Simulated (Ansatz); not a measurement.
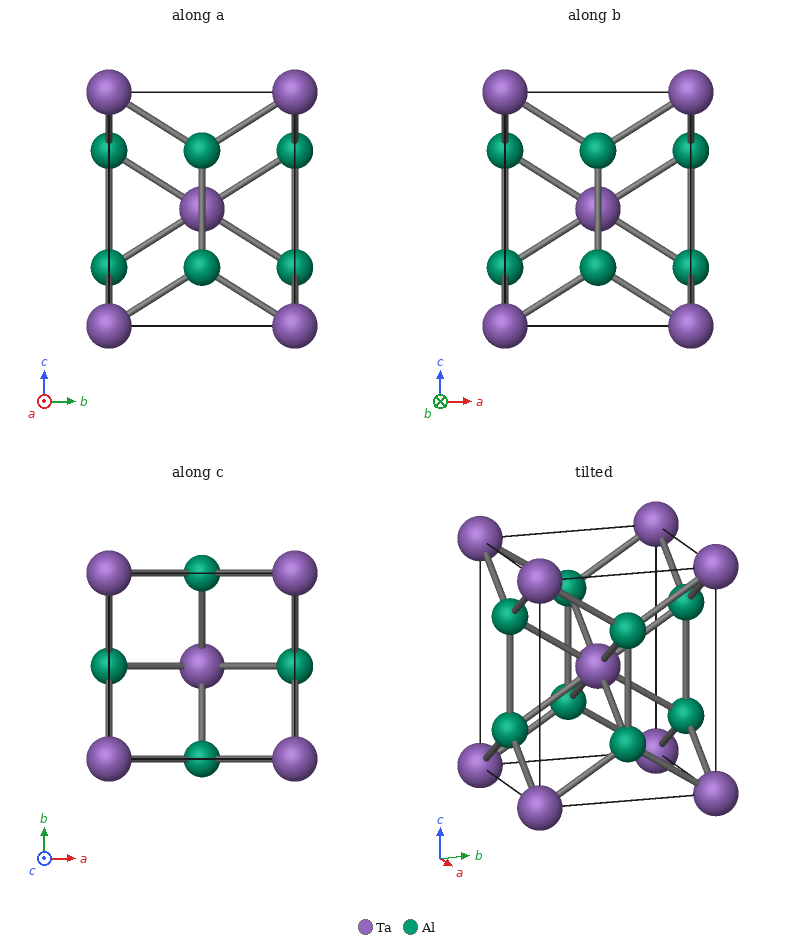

Crystal structure, ball-and-stick style, seen along the a axis, along the b axis, along the c axis and slightly off an axis. The edges of the conventional unit cell are marked.

Lattice parameters: a = 4.6039 Å, b = 4.6039 Å, c = 5.7919 Å, α = 90.000°, β = 90.000°, γ = 90.000°.

> Transcribe the picture into a CIF in P1 with every atom of the cell.

```cif
data_structure
_symmetry_space_group_name_H-M 'P 1'
_symmetry_Int_Tables_number 1
_cell_length_a 4.6039
_cell_length_b 4.6039
_cell_length_c 5.7919
_cell_angle_alpha 90.000
_cell_angle_beta 90.000
_cell_angle_gamma 90.000
_cell_volume 122.76
loop_
_atom_site_label
_atom_site_type_symbol
_atom_site_fract_x
_atom_site_fract_y
_atom_site_fract_z
_atom_site_occupancy
Ta1 Ta 0.0000 0.0000 0.0000 1
Al1 Al 0.0000 0.5000 0.7500 1
Al2 Al 0.5000 0.0000 0.7500 1
Ta2 Ta 0.5000 0.5000 0.5000 1
Al3 Al 0.5000 0.0000 0.2500 1
Al4 Al 0.0000 0.5000 0.2500 1
```

The model was built from a random cell made by a generator, so it need not be a real form of the compound. Earlier steps of the study may have refined or changed the cell and positions. It went into a calculation with Ansatz.
